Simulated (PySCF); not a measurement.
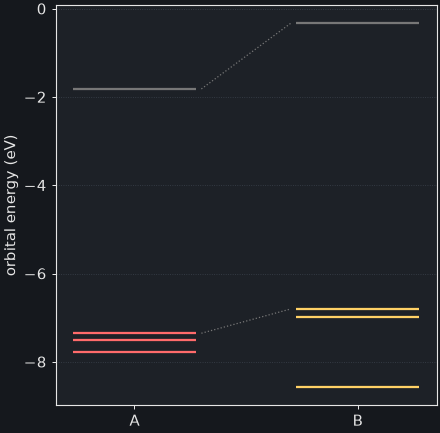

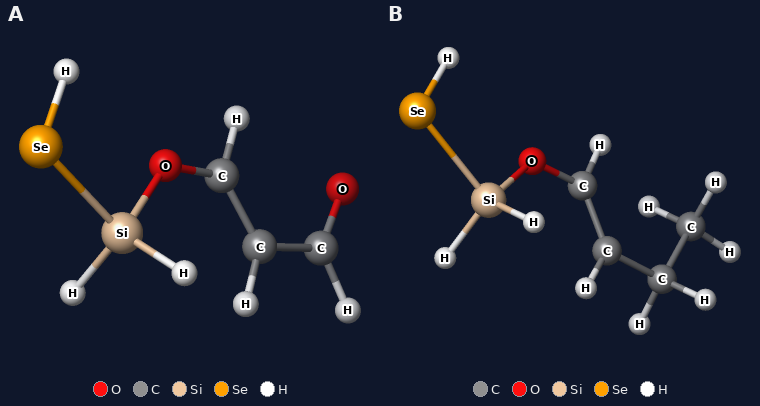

Related molecules: A is C₃H₆O₂SeSi, SMILES O=C/C=C/O[SiH2][SeH]; B is C₄H₁₀OSeSi, SMILES CC/C=C/O[SiH2][SeH]. Frontier orbital energies, PBE0/def2-SVPD with PySCF, at a GFN2-xTB geometry (no frequency check); drawn are at most three filled levels and, in grey, the LUMO with any level within 0.03 eV of it; dotted lines join the HOMOs and the LUMOs.

What does the change do to the frontier levels?

Answer. From A to B the HOMO rises by 0.55 eV and the LUMO rises by 1.49 eV, so the separation goes from 5.53 to 6.47 eV.

Caveats, for all or some of the runs: one conformer of a flexible molecule; spin-orbit coupling is left out, and with Se it can shift these levels and split any degenerate set; the tight-binding geometry is rougher than a DFT one and adds to the error.
